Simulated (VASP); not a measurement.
Band structure of NaI (rock salt). All values below come from LDA (Ceperley-Alder, Perdew-Zunger), VASP's LDA PAW potentials (set 64) (plane waves; VASP).

Unless said otherwise, spin-orbit coupling is left out, though it shifts the bands of the heavy elements here.

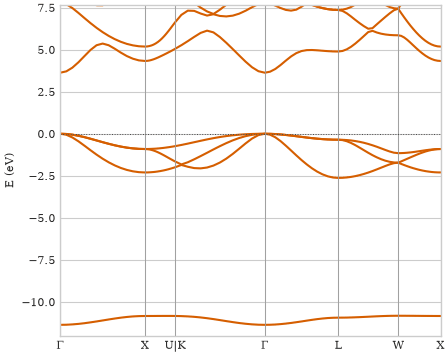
Figure: Bands along high-symmetry lines, zero at the valence-band maximum or, without a gap, the Fermi level

**Question.** Read the plot: is there a gap, and where are the band edges?

**Answer.** The gap is direct, 3.63 eV, from the valence maximum at Γ to the conduction minimum at Γ. (Edges off the drawn lines would not show.)

Measured: gap 5.90 eV (computed value off by -2.27 eV), as given by Abedi et al., (2022), arXiv:2211.14644.

The compound is NaI in the rock salt structure. It was relaxed first, which changed the volume by -9 %.
